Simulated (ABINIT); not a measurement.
## LiF (Griceite): changed settings of a GW run in ABINIT

What do changed inputs do to GW on LiF (Griceite)?

Calculated with ABINIT 10.8.3; PBE and many-body steps on it, plane waves.

## 1. Starting point

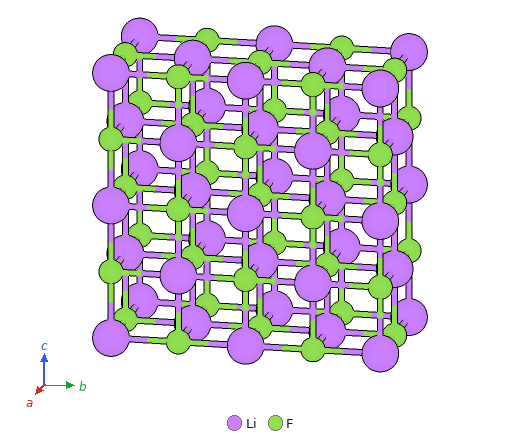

The starting structure, seen slightly off an axis (lithium purple, fluorine green). 1×2×2 cells are drawn. This picture shows the conventional cell, with its axes. Some periodic images of atoms are drawn too.

The cell and positions come from the Crystallography Open Database and are kept as given unless a step says otherwise.

## 2. Screening, 6×6×6 mesh, 66 bands, screening to 217.7 eV

This step: ABINIT 10.8.3; RPA screening on PBE, plane waves, norm-conserving pseudopotentials.

The RPA dielectric matrix is built and inverted for each q.

run.abi reads:

```
acell 3*1.0 Angstrom
rprim 
  -0.000000000000 2.014000000000 2.014000000000
  2.014000000000 -0.000000000000 2.014000000000
  2.014000000000 2.014000000000 -0.000000000000
ntypat 2
znucl 3 9
natom 2
typat 1 2
xred 
  0.000000000000 0.000000000000 0.000000000000
  0.500000000000 0.500000000000 0.500000000000
pp_dirpath "pseudos"
pseudos "Li.upf, F.upf"
ecut 36
ngkpt 6 6 6
nshiftk 1
shiftk 0 0 0
kptopt 1
chksymbreak 0
istwfk *1
occopt 1
irdwfk 1
optdriver 3
nband 66
ecuteps 8
inclvkb 2
awtr 1
symchi 1
indata_prefix "in"
outdata_prefix "out"
tmpdata_prefix "tmp"
```

Launch:

```bash
OMP_NUM_THREADS=1 mpirun -n 8 abinit run.abi > log
```

The program printed:

```text
.Version 10.8.3 of ABINIT. v10.8.2 released Aug 2026.

 Symmetries : space group Fm -3 m (#225); Bravais cF (face-center cubic)
[... echo of the input left out ...]
== DATASET  1 ==================================================================
-   mpi_nproc: 8, omp_nthreads: 1 (-1 if OMP is not activated)

--- !DatasetInfo
iteration_state: {dtset: 1, }
dimensions: {natom: 2, nkpt: 16, mband: 66, nsppol: 1, nspinor: 1, nspden: 1, mpw: 1158, }
cutoff_energies: {ecut:  36.0, pawecutdg:  -1.0, }
electrons: {nelect:   1.00000000E+01, charge:   0.00000000E+00, occopt:   1.00000000E+00, tsmear:   1.00000000E-02, }

 SCREENING: Calculation of the susceptibility and dielectric matrices

 Based on a program developped by R.W. Godby, V. Olevano, G. Onida, and L. Reining.
 Incorporated in ABINIT by V. Olevano, G.-M. Rignanese, and M. Torrent.
.Using double precision arithmetic ; gwpc =  8

[... cell and pseudopotentials left out ...]
--------------------------------------------------------------------------------

 ==== K-mesh for the wavefunctions ====
 Number of points in the irreducible wedge :    16
[... list of points left out ...]
 Together with 48 symmetry operations and time-reversal symmetry
 yields   216 points in the full Brillouin Zone.

 ==== Q-mesh for the screening function ====
 Number of points in the irreducible wedge :    16
[... list of points left out ...]
 Together with 48 symmetry operations and time-reversal symmetry
 yields   216 points in the full Brillouin Zone.

 setmesh: FFT mesh size selected  =    24x   24x   24
          total number of points  =        13824

 vcoul_init : cutoff-mode = AUXILIARY_FUNCTION
 q-points for optical limit:   1
     1)      0.000010    0.000020    0.000030

- screening: taking advantage of time-reversal symmetry
- Maximum band index for partially occupied states nbvw = 5
- Remaining bands to be divided among processors   nbcw = 61
- Number of bands treated by each node ~7

 Number of electrons calculated from density =   10.0000; Expected =   10.0000
 average of density, n =  0.090697
 r_s =    1.3807
 omega_plasma =   29.0505 [eV]

 calculating chi0 at frequencies [eV] :
  1    0.000000E+00    0.000000E+00
  2    0.000000E+00    2.905047E+01

--------------------------------------------------------------------------------
  q-point number  1        q = ( 0.000000, 0.000000, 0.000000) [r.l.u.]
--------------------------------------------------------------------------------
[... chi0 elements left out ...]
 For q-point:  0.000010 0.000020 0.000030
  dielectric constant =   1.9669
  dielectric constant without local fields =   2.0761

  Average fulfillment of the sum rule on Im[epsilon] for q-point    1 :     70.78  [%]
[... wings left out ...]
  q-point number  2        q = ( 0.166667, 0.000000, 0.000000) [r.l.u.]
--------------------------------------------------------------------------------
[... chi0 elements left out ...]
  Average fulfillment of the sum rule on Im[epsilon] for q-point    2 :     87.38  [%]

 [... 14 further q-points ...]
```

Elapsed: 9.3 s, on 8 MPI ranks of AMD EPYC 9R45, shared host; peak memory 1.1 GiB.

This step gave:

| Property | Result |
| --- | --- |
| ε∞ with local fields, on this mesh, along the program's q direction | 1.967 |
| the same without local fields | 2.076 |
| plasma frequency | 29.05 eV |
| plane waves in the screening matrix | 113 |

Local fields lower ε∞ by 5 %.

## 3. Base

The self-energy is evaluated for the states that the input lists, and the levels follow from it, in one-shot runs by the linearised quasiparticle equation.

This step: G0W0 on PBE, plane waves, norm-conserving pseudopotentials.

Changes to run.abi since step 2:

```diff
@@ -23,8 +23,15 @@
 irdwfk 1
-optdriver 3
+optdriver 4
 nband 66
+gwcalctyp 0
+ecutsigx 36
+symsigma 1
+nkptgw 1
+kptgw 
+  0.0000000000 0.0000000000 0.0000000000
+bdgw 
+  3 9
 ecuteps 8
-inclvkb 2
-awtr 1
-symchi 1
+irdscr 1
+ppmodel 1
 indata_prefix "in"
```

The program printed:

```text
.Version 10.8.3 of ABINIT. v10.8.2 released Aug 2026.

 Symmetries : space group Fm -3 m (#225); Bravais cF (face-center cubic)
[... echo of the input left out ...]
== DATASET  1 ==================================================================
-   mpi_nproc: 8, omp_nthreads: 1 (-1 if OMP is not activated)

--- !DatasetInfo
iteration_state: {dtset: 1, }
dimensions: {natom: 2, nkpt: 16, mband: 66, nsppol: 1, nspinor: 1, nspden: 1, mpw: 1158, }
cutoff_energies: {ecut:  36.0, pawecutdg:  -1.0, }
electrons: {nelect:   1.00000000E+01, charge:   0.00000000E+00, occopt:   1.00000000E+00, tsmear:   1.00000000E-02, }

 SIGMA: Calculation of the GW corrections

 Based on a program developped by R.W. Godby, V. Olevano, G. Onida, and L. Reining.
 Incorporated in ABINIT by V. Olevano, G.-M. Rignanese, and M. Torrent.
.Using double precision arithmetic ; gwpc =  8

[... cell and pseudopotentials left out ...]
--------------------------------------------------------------------------------

 ==== K-mesh for the wavefunctions ====
 Number of points in the irreducible wedge :    16
[... list of points left out ...]
 Together with 48 symmetry operations and time-reversal symmetry
 yields   216 points in the full Brillouin Zone.

 ==== Q-mesh for screening function ====
 Number of points in the irreducible wedge :    16
[... list of points left out ...]
 Together with 48 symmetry operations and time-reversal symmetry
 yields   216 points in the full Brillouin Zone.

 vcoul_init : cutoff-mode = AUXILIARY_FUNCTION
 q-points for optical limit:   1
     1)      0.000010    0.000020    0.000030
 setmesh: FFT mesh size selected  =    30x   30x   30
          total number of points  =        27000

 Number of electrons calculated from density =   10.0000; Expected =   10.0000
 average of density, n =  0.090697
 r_s =    1.3807
 omega_plasma =   29.0505 [eV]

 === KS Band Gaps ===
  >>>> For spin  1
   Minimum direct gap =   9.1146 [eV], located at k-point      :   0.0000  0.0000  0.0000
   Fundamental gap    =   9.1146 [eV], Top of valence bands at :   0.0000  0.0000  0.0000
                                       Bottom of conduction at :   0.0000  0.0000  0.0000
 SIGMA fundamental parameters:
 PLASMON POLE MODEL  1
 number of plane-waves for SigmaX                 1139
 number of plane-waves for SigmaC and W            113
 number of plane-waves for wavefunctions          1139
 number of bands                                    66
 number of independent spin polarizations            1
 number of spinorial components                      1
 number of k-points in IBZ                          16
 number of q-points in IBZ                          16
 number of symmetry operations                      48
 number of k-points in BZ                          216
 number of q-points in BZ                          216
 number of frequencies for dSigma/dE                 9
 frequency step for dSigma/dE [eV]                0.25
 number of omega for Sigma on real axis              0
 max omega for Sigma on real axis  [eV]           0.00
 zcut for avoiding poles [eV]                     0.10

 EPSILON^-1 parameters (SCR file):
 dimension of the eps^-1 matrix on file            113
 dimension of the eps^-1 matrix used               113
 number of plane-waves for wavefunctions          1139
 number of bands                                    66
 number of q-points in IBZ                          16
 number of frequencies                               2
 number of real frequencies                          1
 number of imag frequencies                          1

 matrix elements of self-energy operator (all in [eV])

 Perturbative Calculation

--- !SelfEnergy_ee
iteration_state: {dtset: 1, }
kpoint     : [   0.000,    0.000,    0.000, ]
spin       : 1
KS_gap     :    9.115
QP_gap     :   13.298
Delta_QP_KS:    4.183
data: !SigmaeeData |
     Band     E0 <VxcDFT>   SigX SigC(E0)      Z dSigC/dE  Sig(E)    E-E0       E
        3  -0.974 -23.053 -30.724   4.565   0.829  -0.206 -25.628  -2.574  -3.548
        4  -0.974 -23.053 -30.724   4.565   0.829  -0.206 -25.628  -2.574  -3.548
        5  -0.974 -23.053 -30.724   4.565   0.829  -0.206 -25.628  -2.574  -3.548
        6   8.141 -11.451  -6.592  -3.054   0.892  -0.121  -9.842   1.609   9.750
        7  23.017 -10.011  -3.078  -4.035   0.884  -0.131  -7.449   2.562  25.579
        8  23.017 -10.011  -3.078  -4.035   0.884  -0.131  -7.449   2.562  25.579
        9  23.017 -10.011  -3.078  -4.035   0.884  -0.131  -7.449   2.562  25.579

== END DATASET(S) ==============================================================
================================================================================

 -outvars: echo values of variables after computation  --------
           etotal      0.0000000000E+00
            nband          66
             nkpt          16
          spgroup         225
 [... the other variables as echoed above ...]

 Calculation completed.
```

Run time: 2.1 s. Hardware: 8 MPI ranks; peak memory 0.14 GiB.

Numbers from this step:

```
G0W0 gap on the points computed              : 13.30 eV
starting gap on the mesh                     : 9.115 eV
k of the valence top                         : 0, 0, 0
k of the conduction bottom                   : 0, 0, 0
Z at the valence top                         : 0.829
Z at the conduction bottom                   : 0.892
least direct G0W0 gap on the computed points : 13.30 eV
```

The gap on the mesh goes from 9.11 eV to 13.30 eV, a correction of +4.18 eV.

## 4. Exchange cutoff

Changes to run.abi since step 3:

```diff
@@ -26,3 +26,3 @@
 gwcalctyp 0
-ecutsigx 36
+ecutsigx 5.4
 symsigma 1
```

The program printed:

```text
.Version 10.8.3 of ABINIT. v10.8.2 released Aug 2026.

 Symmetries : space group Fm -3 m (#225); Bravais cF (face-center cubic)
[... echo of the input left out ...]
== DATASET  1 ==================================================================
-   mpi_nproc: 8, omp_nthreads: 1 (-1 if OMP is not activated)

--- !DatasetInfo
iteration_state: {dtset: 1, }
dimensions: {natom: 2, nkpt: 16, mband: 66, nsppol: 1, nspinor: 1, nspden: 1, mpw: 1158, }
cutoff_energies: {ecut:  36.0, pawecutdg:  -1.0, }
electrons: {nelect:   1.00000000E+01, charge:   0.00000000E+00, occopt:   1.00000000E+00, tsmear:   1.00000000E-02, }

 SIGMA: Calculation of the GW corrections

 Based on a program developped by R.W. Godby, V. Olevano, G. Onida, and L. Reining.
 Incorporated in ABINIT by V. Olevano, G.-M. Rignanese, and M. Torrent.
.Using double precision arithmetic ; gwpc =  8

[... cell and pseudopotentials left out ...]
--------------------------------------------------------------------------------

 ==== K-mesh for the wavefunctions ====
 Number of points in the irreducible wedge :    16
[... list of points left out ...]
 Together with 48 symmetry operations and time-reversal symmetry
 yields   216 points in the full Brillouin Zone.

 ==== Q-mesh for screening function ====
 Number of points in the irreducible wedge :    16
[... list of points left out ...]
 Together with 48 symmetry operations and time-reversal symmetry
 yields   216 points in the full Brillouin Zone.

 vcoul_init : cutoff-mode = AUXILIARY_FUNCTION
 q-points for optical limit:   1
     1)      0.000010    0.000020    0.000030
 setmesh: FFT mesh size selected  =    20x   20x   20
          total number of points  =         8000

 Number of electrons calculated from density =   10.0000; Expected =   10.0000
[...]
number of q-points in BZ                          216
 number of frequencies for dSigma/dE                 9
 frequency step for dSigma/dE [eV]                0.25
 number of omega for Sigma on real axis              0
 max omega for Sigma on real axis  [eV]           0.00
 zcut for avoiding poles [eV]                     0.10

 EPSILON^-1 parameters (SCR file):
 dimension of the eps^-1 matrix on file            113
 dimension of the eps^-1 matrix used                59
 number of plane-waves for wavefunctions          1139
 number of bands                                    66
 number of q-points in IBZ                          16
 number of frequencies                               2
 number of real frequencies                          1
 number of imag frequencies                          1

 matrix elements of self-energy operator (all in [eV])

 Perturbative Calculation

--- !SelfEnergy_ee
iteration_state: {dtset: 1, }
kpoint     : [   0.000,    0.000,    0.000, ]
spin       : 1
KS_gap     :    9.115
QP_gap     :   11.889
Delta_QP_KS:    2.774
data: !SigmaeeData |
     Band     E0 <VxcDFT>   SigX SigC(E0)      Z dSigC/dE  Sig(E)    E-E0       E
        3  -0.974 -23.053 -27.645   4.492   0.835  -0.198 -23.136  -0.083  -1.057
        4  -0.974 -23.053 -27.645   4.492   0.835  -0.198 -23.136  -0.083  -1.057
        5  -0.974 -23.053 -27.645   4.492   0.835  -0.198 -23.136  -0.083  -1.057
        6   8.141 -11.451  -5.280  -3.159   0.894  -0.119  -8.759   2.691  10.832
        7  23.017 -10.011  -2.548  -4.056   0.884  -0.131  -6.998   3.013  26.030
        8  23.017 -10.011  -2.548  -4.056   0.884  -0.131  -6.998   3.013  26.030
        9  23.017 -10.011  -2.548  -4.056   0.884  -0.131  -6.998   3.013  26.030

== END DATASET(S) ==============================================================
================================================================================

 -outvars: echo values of variables after computation  --------
           etotal      0.0000000000E+00
            nband          66
             nkpt          16
          spgroup         225
 [... the other variables as echoed above ...]

 Calculation completed.
```

Elapsed: 1.7 s, on 8 MPI ranks; peak memory 0.1 GiB.

This step gave:

```
G0W0 gap on the points computed              : 11.89 eV
starting gap on the mesh                     : 9.115 eV
k of the valence top                         : 0, 0, 0
k of the conduction bottom                   : 0, 0, 0
Z at the valence top                         : 0.835
Z at the conduction bottom                   : 0.894
least direct G0W0 gap on the computed points : 11.89 eV
```

## 5. No symmetry in the self-energy

Changes to run.abi since step 4:

```diff
@@ -26,4 +26,4 @@
 gwcalctyp 0
-ecutsigx 5.4
-symsigma 1
+ecutsigx 36
+symsigma 0
 nkptgw 1
```

The program printed:

```text
.Version 10.8.3 of ABINIT. v10.8.2 released Aug 2026.

 Symmetries : space group Fm -3 m (#225); Bravais cF (face-center cubic)
[... echo of the input left out ...]
== DATASET  1 ==================================================================
-   mpi_nproc: 8, omp_nthreads: 1 (-1 if OMP is not activated)

--- !DatasetInfo
iteration_state: {dtset: 1, }
dimensions: {natom: 2, nkpt: 16, mband: 66, nsppol: 1, nspinor: 1, nspden: 1, mpw: 1158, }
cutoff_energies: {ecut:  36.0, pawecutdg:  -1.0, }
[...]
7  23.017 -10.011  -3.078  -4.035   0.884  -0.131  -7.449   2.562  25.579
        8  23.017 -10.011  -3.078  -4.035   0.884  -0.131  -7.449   2.562  25.579
        9  23.017 -10.011  -3.078  -4.035   0.884  -0.131  -7.449   2.562  25.579

== END DATASET(S) ==============================================================
================================================================================

 -outvars: echo values of variables after computation  --------
           etotal      0.0000000000E+00
            nband          66
             nkpt          16
          spgroup         225
 [... the other variables as echoed above ...]

 Calculation completed.
```

Elapsed: 8.4 s, on 8 MPI ranks; peak memory 0.97 GiB; 65 s of CPU time.

This step gave:

| Property | Result |
| --- | --- |
| G0W0 gap on the points computed | 13.30 eV |
| starting gap on the mesh | 9.115 eV |
| k of the valence top | 0, 0, 0 |
| k of the conduction bottom | 0, 0, 0 |
| least direct G0W0 gap on the computed points | 13.30 eV |

Against G0W0 in ABINIT (6×6×6 mesh, 66 bands, screening to 217.7 eV, Godby-Needs plasmon pole), the gap moves by +0.000 eV.

## 6. Smaller part of the screening matrix

Changes to run.abi since step 5:

```diff
@@ -27,3 +27,3 @@
 ecutsigx 36
-symsigma 0
+symsigma 1
 nkptgw 1
@@ -33,3 +33,3 @@
   3 9
-ecuteps 8
+ecuteps 4
 irdscr 1
```

The program printed:

```text
.Version 10.8.3 of ABINIT. v10.8.2 released Aug 2026.

 Symmetries : space group Fm -3 m (#225); Bravais cF (face-center cubic)
[... echo of the input left out ...]
== DATASET  1 ==================================================================
-   mpi_nproc: 8, omp_nthreads: 1 (-1 if OMP is not activated)

--- !DatasetInfo
iteration_state: {dtset: 1, }
dimensions: {natom: 2, nkpt: 16, mband: 66, nsppol: 1, nspinor: 1, nspden: 1, mpw: 1158, }
cutoff_energies: {ecut:  36.0, pawecutdg:  -1.0, }
electrons: {nelect:   1.00000000E+01, charge:   0.00000000E+00, occopt:   1.00000000E+00, tsmear:   1.00000000E-02, }

 SIGMA: Calculation of the GW corrections

 Based on a program developped by R.W. Godby, V. Olevano, G. Onida, and L. Reining.
 Incorporated in ABINIT by V. Olevano, G.-M. Rignanese, and M. Torrent.
.Using double precision arithmetic ; gwpc =  8

[... cell and pseudopotentials left out ...]
--------------------------------------------------------------------------------

 ==== K-mesh for the wavefunctions ====
 Number of points in the irreducible wedge :    16
[... list of points left out ...]
 Together with 48 symmetry operations and time-reversal symmetry
 yields   216 points in the full Brillouin Zone.

 ==== Q-mesh for screening function ====
 Number of points in the irreducible wedge :    16
[... list of points left out ...]
 Together with 48 symmetry operations and time-reversal symmetry
 yields   216 points in the full Brillouin Zone.

 vcoul_init : cutoff-mode = AUXILIARY_FUNCTION
 q-points for optical limit:   1
     1)      0.000010    0.000020    0.000030
 setmesh: FFT mesh size selected  =    30x   30x   30
          total number of points  =        27000

 Number of electrons calculated from density =   10.0000; Expected =   10.0000
[...]
number of q-points in BZ                          216
 number of frequencies for dSigma/dE                 9
 frequency step for dSigma/dE [eV]                0.25
 number of omega for Sigma on real axis              0
 max omega for Sigma on real axis  [eV]           0.00
 zcut for avoiding poles [eV]                     0.10

 EPSILON^-1 parameters (SCR file):
 dimension of the eps^-1 matrix on file            113
 dimension of the eps^-1 matrix used                51
 number of plane-waves for wavefunctions          1139
 number of bands                                    66
 number of q-points in IBZ                          16
 number of frequencies                               2
 number of real frequencies                          1
 number of imag frequencies                          1

 matrix elements of self-energy operator (all in [eV])

 Perturbative Calculation

--- !SelfEnergy_ee
iteration_state: {dtset: 1, }
kpoint     : [   0.000,    0.000,    0.000, ]
spin       : 1
KS_gap     :    9.115
QP_gap     :   13.315
Delta_QP_KS:    4.200
data: !SigmaeeData |
     Band     E0 <VxcDFT>   SigX SigC(E0)      Z dSigC/dE  Sig(E)    E-E0       E
        3  -0.974 -23.053 -30.724   4.432   0.838  -0.193 -25.768  -2.714  -3.688
        4  -0.974 -23.053 -30.724   4.432   0.838  -0.193 -25.768  -2.714  -3.688
        5  -0.974 -23.053 -30.724   4.432   0.838  -0.193 -25.768  -2.714  -3.688
        6   8.141 -11.451  -6.592  -3.197   0.894  -0.118  -9.965   1.486   9.627
        7  23.017 -10.011  -3.078  -4.064   0.884  -0.131  -7.475   2.536  25.553
        8  23.017 -10.011  -3.078  -4.064   0.884  -0.131  -7.475   2.536  25.553
        9  23.017 -10.011  -3.078  -4.064   0.884  -0.131  -7.475   2.536  25.553

== END DATASET(S) ==============================================================
================================================================================

 -outvars: echo values of variables after computation  --------
           etotal      0.0000000000E+00
            nband          66
             nkpt          16
          spgroup         225
 [... the other variables as echoed above ...]

 Calculation completed.
```

The job ended after 1.7 s (8 MPI ranks; peak memory 0.12 GiB; 12 s of CPU time).

This step gave:

- G0W0 gap on the points computed: 13.32 eV
- starting gap on the mesh: 9.115 eV
- k of the valence top: 0, 0, 0
- k of the conduction bottom: 0, 0, 0
- Z at the valence top: 0.838
- Z at the conduction bottom: 0.894
- least direct G0W0 gap on the computed points: 13.32 eV

[end of part 1 of 2]

[Paths, hosts, dates, memory and timing lines, banners, echoed tables and standing remarks are left out of the program output.]

[Logs are printed without paths, hosts, clocks, repeated set-up lines and the standing remarks that a program may print on its own settings, such as how far it seeks lower states.]

[Runs of the session that timed out or met a known fault of the program may be left out.]

[Hosts, paths, dates, database ids (printed as entryN), source tags and the programs' standing remarks are cut or masked in the printed files.]

[G0W0 gaps are taken among the corrected bands and points alone; a level outside them can change the order at an edge.]

[Where Ansatz stands beside ABINIT at settings called matched, ABINIT's density can come from a denser mesh and the files from another edition; pairs whose starting gaps differed by over 0.03 eV were left out, so agreement reads better than it is.]
